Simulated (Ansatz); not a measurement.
# BPHCl+ (doublet): wave-function methods side by side, cc-pVDZ

Aim: climb from Hartree-Fock through coupled cluster for BPHCl+ (doublet) at one geometry and basis, and see what each rung misses.

The runs use Ansatz 0.2.0, Gaussian basis; cc-pVDZ, core rule «outside noble gas», up to 11 orbitals frozen.

Plan: UHF; CCSD(T) on ROHF; CCSD(T) on UHF; BCCD(T) on ROHF; CISD; CCSDT(Q) on ROHF; CCSDT(Q) on UHF.

9 further runs of the same task are left out: 4 that didn't finish, 5 set aside as unsound or not needed.

## Step 1: The system

The geometry is a PBE0/def2-TZVP stationary point (not a proven minimum) of the parent state, kept for this charge and spin.

4 atoms, charge 1, spin multiplicity 2.

Atoms are counted from 1 here; the program's logs count them from 0.

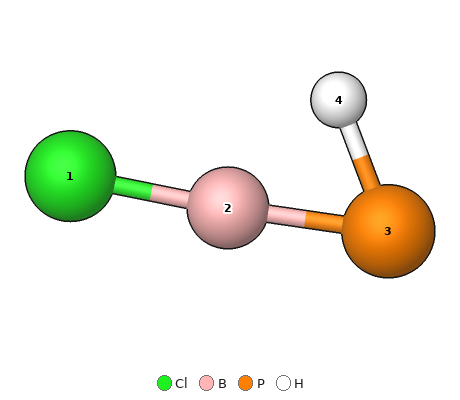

The structure; chlorine green, boron pink, phosphorus orange, hydrogen white; atoms are numbered from 1 in the order of the file.

In the tables R marks a restricted open-shell determinant and U an unrestricted one; energies count from the table's Hartree-Fock row.

## Step 2: UHF

in.yaml reads:

```yaml
crystal:
  periodic: [false, false, false]
  atoms:
    - {symbol: Cl, position_ang: [-0.000015, -0.280763, 1.937572]}
    - {symbol: B, position_ang: [0.000032, -0.350509, 0.247624]}
    - {symbol: P, position_ang: [-0.000016, -0.328377, -1.458560]}
    - {symbol: H, position_ang: [-0.000001, 0.959649, -0.726635]}
basis:
  gaussian: {orbitals: cc-pVDZ}
total_charge: 1
magnetization: {spin_polarized: true, initial_magnetization: 1}
hamiltonian: {xc: hf}
output: {orbitals: {seedname: orbitals}}
```

On the command line:

```
> ansatz run in.yaml --threads 1 --pin off --events-out ev --progress --plain --max-ram 2393MiB
```

The log of the run:

```text
Functional definition: HF
  name "HF"
  cite "Fock, Z. Phys. 61, 126 (1930) doi:10.1007/BF01340294"
  parent pbe
  exchange = exact_x
  correlation = 0
562 factors; integrals over basis functions are off by at most 1.5e-3 eV
mean field evaluation 1: about -22453.3106 eV, gradient 1.3e1 eV
mean field evaluation 2: about -22453.3820 eV, gradient 1.3e1 eV
mean field evaluation 4: about -22454.7905 eV, gradient 1.7e0 eV
mean field evaluation 8: about -22454.8325 eV, gradient 2.7e-1 eV
mean field evaluation 16: about -22442.3410 eV, gradient 2.0e1 eV
mean field -22454.83479195 eV, -825.1999581705 hartree, gradient 1.5e-5 eV, S^2 0.760794; 0 other end points of the search recorded, 0 dependent functions left out
reference -22454.83479195 eV, -825.1999581705 hartree; 19, 18 occupied and 36, 37 virtual orbitals, 562 factors
Total energy: -22454.83479195 eV, -825.1999581705 hartree
```

It took 0.75 s on 1 thread of Arm Neoverse V1, shared host.

From the report: ⟨S²⟩ of the determinant 0.761 (pure doublet: 0.75).

## Step 3: CCSD(T) on ROHF

in.yaml, as its differences from that of step 2:

```diff
@@ -10,4 +10,3 @@
 total_charge: 1
-magnetization: {spin_polarized: true, initial_magnetization: 1}
-hamiltonian: {xc: hf}
-output: {orbitals: {seedname: orbitals}}
+magnetization: {spin_polarized: false, initial_magnetization: 1}
+correlation: {method: ccsd_t, electrons: outside_noble_gas}
```

The command is unchanged.

The log of the run, cut to the lines that bear on the results:

```text
Functional definition: HF
  name "HF"
  cite "Fock, Z. Phys. 61, 126 (1930) doi:10.1007/BF01340294"
  parent pbe
[...]
562 factors; integrals over basis functions are off by at most 1.5e-3 eV
[...]
mean field -22454.74152185 eV, -825.1965305574 hartree, gradient 2.5e-6 eV, S^2 0.750000; 1 other end points of the search recorded, 0 dependent functions left out
[...]
determinant -22454.74152185 eV, -825.1965305574 hartree, with singles and doubles -22463.91715806 eV, -825.5337289689 hartree
determinant -22451.84009476 eV, -825.0899050787 hartree, with singles and doubles -22461.37039988 eV, -825.4401373318 hartree
11 core orbitals not correlated: weight in the atoms' cores, before any rotation towards them, 1.000 or more for the frozen orbitals, at most 0.000 for the correlated occupied ones
reference -22454.74152185 eV, -825.1965305574 hartree; 8, 7 occupied and 36, 37 virtual orbitals, 562 factors
second order -8.16963634 eV of doubles, -0.05489028 eV of singles
cycle   1  -9.17597737 eV  change   -3.4e-4 eV  update   1.4e-3
[...]
cycle   7  -9.17655195 eV  change    4.5e-6 eV  update   4.2e-6
perturbative correction -0.34555241 eV, -0.0126988167 hartree
Total energy: -22464.26362621 eV, -825.5464614383 hartree
```

It took 3.8 s on 1 thread of Arm Neoverse V1, shared host.

From the report: correlation -9.5221 eV; T1 0.022; largest double amplitude 0.04.

## Step 4: CCSD(T) on UHF

in.yaml, as its differences from that of step 3:

```diff
@@ -10,3 +10,3 @@
 total_charge: 1
-magnetization: {spin_polarized: false, initial_magnetization: 1}
+magnetization: {spin_polarized: true, initial_magnetization: 1}
 correlation: {method: ccsd_t, electrons: outside_noble_gas}
```

The command is unchanged.

The log of the run, cut to the lines that bear on the results:

```text
Functional definition: HF
  name "HF"
  cite "Fock, Z. Phys. 61, 126 (1930) doi:10.1007/BF01340294"
  parent pbe
[...]
562 factors; integrals over basis functions are off by at most 1.5e-3 eV
[...]
mean field -22454.83479195 eV, -825.1999581705 hartree, gradient 1.9e-6 eV, S^2 0.760794; 2 other end points of the search recorded, 0 dependent functions left out
determinant -22454.83479195 eV, -825.1999581705 hartree, with singles and doubles -22463.91958653 eV, -825.5338182134 hartree
determinant -22452.04248437 eV, -825.0973427595 hartree, with singles and doubles -22461.38174544 eV, -825.4405542734 hartree
11 core orbitals not correlated: weight in the atoms' cores, before any rotation towards them, 1.000 or more for the frozen orbitals, at most 0.000 for the correlated occupied ones
reference -22454.83479195 eV, -825.1999581705 hartree; 8, 7 occupied and 36, 37 virtual orbitals, 562 factors
second order -8.11536256 eV of doubles, -0.00000000 eV of singles
cycle   1  -9.08512636 eV  change   -3.3e-4 eV  update   1.4e-3
[...]
cycle   7  -9.08572577 eV  change    5.8e-6 eV  update   5.2e-6
perturbative correction -0.34276644 eV, -0.0125964343 hartree
Total energy: -22464.26328416 eV, -825.5464488682 hartree
```

It took 4.3 s on 1 thread of Arm Neoverse V1, shared host.

From the report: ⟨S²⟩ of the determinant 0.761 (pure doublet: 0.75); correlation -9.4285 eV; T1 0.021; largest double amplitude 0.04.

## Step 5: BCCD(T) on ROHF

in.yaml, as its differences from that of step 4:

```diff
@@ -10,3 +10,3 @@
 total_charge: 1
-magnetization: {spin_polarized: true, initial_magnetization: 1}
-correlation: {method: ccsd_t, electrons: outside_noble_gas}
+magnetization: {spin_polarized: false, initial_magnetization: 1}
+correlation: {method: bccd_t, electrons: outside_noble_gas}
```

Launched as before.

The log of the run, cut to the lines that bear on the results:

```text
Functional definition: HF
  name "HF"
  cite "Fock, Z. Phys. 61, 126 (1930) doi:10.1007/BF01340294"
  parent pbe
[...]
562 factors; integrals over basis functions are off by at most 1.5e-3 eV
[...]
mean field -22454.74152185 eV, -825.1965305574 hartree, gradient 2.5e-6 eV, S^2 0.750000; 1 other end points of the search recorded, 0 dependent functions left out
[...]
determinant -22454.74152185 eV, -825.1965305574 hartree, with singles and doubles -22463.91715806 eV, -825.5337289689 hartree
determinant -22451.84009476 eV, -825.0899050787 hartree, with singles and doubles -22461.37039988 eV, -825.4401373318 hartree
11 core orbitals not correlated: weight in the atoms' cores, before any rotation towards them, 1.000 or more for the frozen orbitals, at most 0.000 for the correlated occupied ones
reference -22454.74152185 eV, -825.1965305574 hartree; 8, 7 occupied and 36, 37 virtual orbitals, 562 factors
second order -8.16963634 eV of doubles, -0.05489028 eV of singles
cycle   1  -9.15511089 eV  change    2.1e-2 eV  update   1.3e-2
[...]
cycle   9  -9.15362195 eV  change    6.0e-6 eV  update   9.3e-6
perturbative correction -0.37152917 eV, -0.0136534451 hartree
Total energy: -22464.26667296 eV, -825.5465734044 hartree
```

Wall time 4.5 s (1 thread of Arm Neoverse V1, shared host).

From the report: correlation -9.5252 eV; largest double amplitude 0.04.

## Step 6: CISD

in.yaml, as its differences from that of step 5:

```diff
@@ -11,2 +11,2 @@
 magnetization: {spin_polarized: false, initial_magnetization: 1}
-correlation: {method: bccd_t, electrons: outside_noble_gas}
+correlation: {active_space: {ras: {orbitals: [7, 1, 36], electrons: 15, max_holes: 2, max_particles: 2}, fixed_orbitals: true}}
```

Same command.

The log of the run:

```text
Functional definition: HF
  name "HF"
  cite "Fock, Z. Phys. 61, 126 (1930) doi:10.1007/BF01340294"
  parent pbe
  exchange = exact_x
  correlation = 0
562 factors; integrals over basis functions are off by at most 1.5e-3 eV
mean field evaluation 1: about -22453.2864 eV, gradient 1.8e1 eV
mean field evaluation 2: about -22453.3573 eV, gradient 1.8e1 eV
mean field evaluation 4: about -22454.7090 eV, gradient 2.2e0 eV
mean field evaluation 8: about -22454.7410 eV, gradient 2.3e-1 eV
mean field -22454.74152185 eV, -825.1965305574 hartree, gradient 2.5e-6 eV, S^2 0.750000; 0 other end points of the search recorded, 0 dependent functions left out
reference -22454.74152185 eV, -825.1965305574 hartree; 19, 18 occupied and 36, 37 virtual orbitals, 562 factors
state -22462.93154042 eV, -825.4975081887 hartree
Total energy: -22462.93154042 eV, -825.4975081887 hartree
```

It took 8 s on 1 thread of Arm Neoverse V1, shared host.

From the report: 164,852 determinants.

## Step 7: CCSDT(Q) on ROHF

in.yaml, as its differences from that of step 6:

```diff
@@ -11,2 +11,2 @@
 magnetization: {spin_polarized: false, initial_magnetization: 1}
-correlation: {active_space: {ras: {orbitals: [7, 1, 36], electrons: 15, max_holes: 2, max_particles: 2}, fixed_orbitals: true}}
+correlation: {method: ccsdt_q, electrons: outside_noble_gas}
```

Launched as before.

The log of the run, cut to the lines that bear on the results:

```text
Functional definition: HF
  name "HF"
  cite "Fock, Z. Phys. 61, 126 (1930) doi:10.1007/BF01340294"
  parent pbe
[...]
1051 factors; integrals over basis functions are off by at most 1.9e-7 eV
[...]
mean field -22454.74155614 eV, -825.1965318177 hartree, gradient 2.4e-6 eV, S^2 0.750000; 1 other end points of the search recorded, 0 dependent functions left out
[...]
determinant -22454.74155614 eV, -825.1965318177 hartree, with singles and doubles -22463.91719876 eV, -825.5337304645 hartree
determinant -22451.84013230 eV, -825.0899064583 hartree, with singles and doubles -22461.37044308 eV, -825.4401389195 hartree
11 core orbitals not correlated: weight in the atoms' cores, before any rotation towards them, 1.000 or more for the frozen orbitals, at most 0.000 for the correlated occupied ones
reference -22454.74155614 eV, -825.1965318177 hartree; 8, 7 occupied and 36, 37 virtual orbitals, 1051 factors
second order -8.16966370 eV of doubles, -0.05489031 eV of singles
cycle   1  -8.84257628 eV  change   -6.2e-1 eV  update   1.0e-1
[...]
cycle  17  -9.55919258 eV  change   -1.0e-6 eV  update   1.4e-6
perturbative correction -0.01876012 eV, -0.0006894219 hartree
Total energy: -22464.31950885 eV, -825.5485150876 hartree
```

Run time: 3.2 min. Hardware: 1 thread of Arm Neoverse V1, shared host; peak memory 1.2 GiB.

From the report: correlation -9.5780 eV; T1 0.023; largest double amplitude 0.04.

## Step 8: CCSDT(Q) on UHF

in.yaml, as its differences from that of step 7:

```diff
@@ -10,3 +10,3 @@
 total_charge: 1
-magnetization: {spin_polarized: false, initial_magnetization: 1}
+magnetization: {spin_polarized: true, initial_magnetization: 1}
 correlation: {method: ccsdt_q, electrons: outside_noble_gas}
```

The command is unchanged.

The log of the run, cut to the lines that bear on the results:

```text
Functional definition: HF
  name "HF"
  cite "Fock, Z. Phys. 61, 126 (1930) doi:10.1007/BF01340294"
  parent pbe
[...]
1051 factors; integrals over basis functions are off by at most 1.9e-7 eV
[...]
mean field -22454.83482651 eV, -825.1999594406 hartree, gradient 7.2e-6 eV, S^2 0.760794; 2 other end points of the search recorded, 0 dependent functions left out
determinant -22454.83482651 eV, -825.1999594406 hartree, with singles and doubles -22463.91962734 eV, -825.5338197131 hartree
determinant -22452.04252270 eV, -825.0973441682 hartree, with singles and doubles -22461.38179837 eV, -825.4405562186 hartree
11 core orbitals not correlated: weight in the atoms' cores, before any rotation towards them, 1.000 or more for the frozen orbitals, at most 0.000 for the correlated occupied ones
reference -22454.83482651 eV, -825.1999594406 hartree; 8, 7 occupied and 36, 37 virtual orbitals, 1051 factors
second order -8.11538948 eV of doubles, -0.00000000 eV of singles
cycle   1  -8.73778480 eV  change   -6.2e-1 eV  update   1.0e-1
[...]
cycle  17  -9.46617739 eV  change   -1.2e-6 eV  update   1.4e-6
perturbative correction -0.02310947 eV, -0.0008492574 hartree
Total energy: -22464.32411338 eV, -825.5486843008 hartree
```

It took 2.7 min on 1 thread of Arm Neoverse V1, shared host; peak memory 0.91 GiB.

From the report: ⟨S²⟩ of the determinant 0.761 (pure doublet: 0.75); correlation -9.4893 eV; T1 0.022; largest double amplitude 0.04.

## Step 9: All levels against the top one

The yardstick is UCCSDT(Q), where the cluster series has nearly closed. Rows without a time come out of other runs: HF, MP2 and CCSD of CCSD(T), CCSDT of CCSDT(Q).

```tsv
method	energy from the lowest RHF (meV)	from UCCSDT(Q) (meV)	time
RHF	0.0	+9582.6	
UHF	-93.3	+9489.3	
RMP2	-8224.5	+1358.1	
UMP2	-8208.6	+1374.0	
CISD	-8190.0	+1392.6	8 s
RCCSD	-9176.6	+406.0	
UCCSD	-9179.0	+403.6	
RCCSD(T)	-9522.1	+60.5	3.8 s
UCCSD(T)	-9521.8	+60.8	4.3 s
BCCD(T)	-9525.2	+57.4	4.5 s
RCCSDT	-9559.2	+23.4	
UCCSDT	-9559.5	+23.1	
RCCSDT(Q)	-9578.0	+4.6	3.2 min
UCCSDT(Q)	-9582.6	0	2.7 min
```

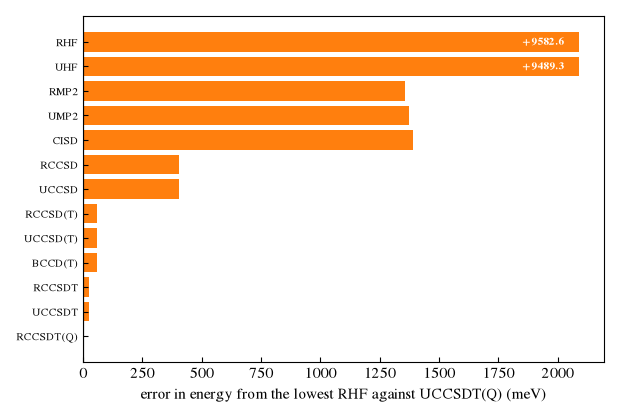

How far each level lands from UCCSDT(Q). Bars with a number in them are cut short.

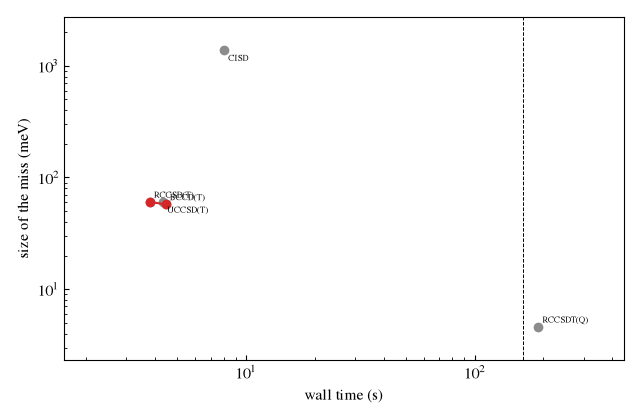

Accuracy for the time spent; red marks the levels that beat every quicker one drawn (of those quicker than the yardstick), and the dashed line is the time of UCCSDT(Q). Times are from a shared host.

## Step 10: Summary of results

```
                         quantity                      value
   UCCSDT(Q) below the RHF energy                 -9.5826 eV
              RMP2 from UCCSDT(Q)                +1358.1 meV
              UMP2 from UCCSDT(Q)                +1374.0 meV
             RCCSD from UCCSDT(Q)                 +406.0 meV
          RCCSD(T) from UCCSDT(Q)                  +60.5 meV
          UCCSD(T) from UCCSDT(Q)                  +60.8 meV
         RCCSDT(Q) from UCCSDT(Q)                   +4.6 meV
levels within 1 kcal/mol (43 meV)  RCCSDT, UCCSDT, RCCSDT(Q)
                    T1 diagnostic                      0.022
```

**Reading.** RCCSD(T) lands +60.5 meV from the yardstick (0.6 % of the correlation energy). These misses are within one basis, not against nature; the frozen cores of restricted and unrestricted runs differ, which can shift their rows.

For cost: BCCD(T) gets within 57.4 meV in 4.5 s, where UCCSDT(Q) took 2.7 min; the quickest level in the cost chart, RCCSD(T), takes 3.8 s and misses by 60.5 meV.
